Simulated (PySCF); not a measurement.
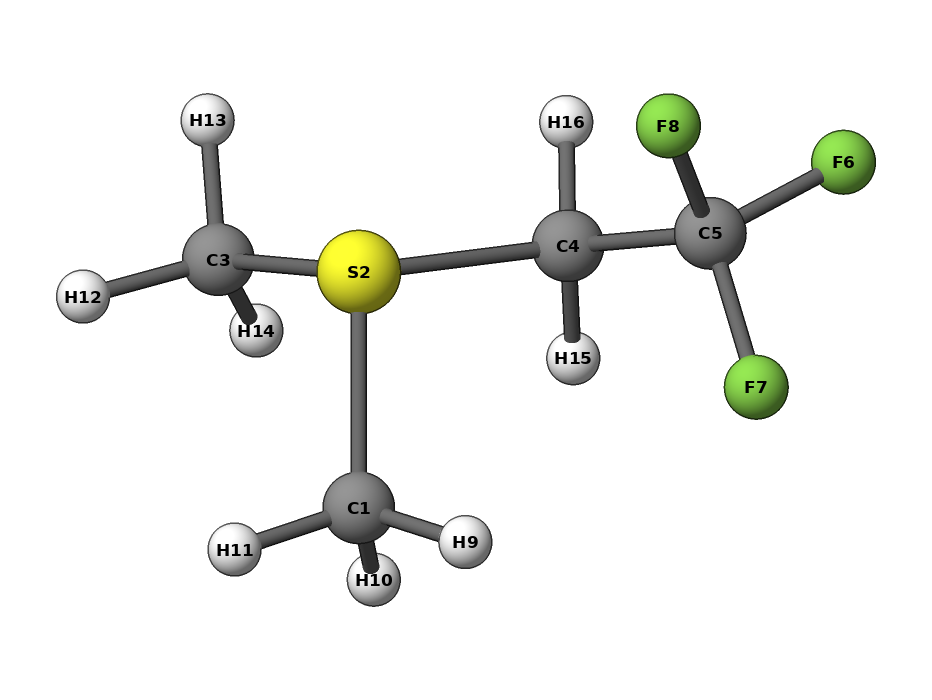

The questions are on isotropic NMR shieldings of the H atoms. State: charge +1, singlet. Geometry: a frame of a GFN2-xTB molecular-dynamics simulation, not a minimum. Level of theory: GIAO PBE0/pcSseg-1 NMR shielding, non-relativistic, gas phase (PySCF 2.14.0).

List the isotropic NMR shieldings of the H atoms.

| atom | σ (ppm) |
| --- | --- |
| H9 | 27.52 |
| H10 | 28.48 |
| H11 | 27.94 |
| H12 | 26.81 |
| H13 | 27.75 |
| H14 | 27.99 |
| H15 | 27.74 |
| H16 | 28.05 |
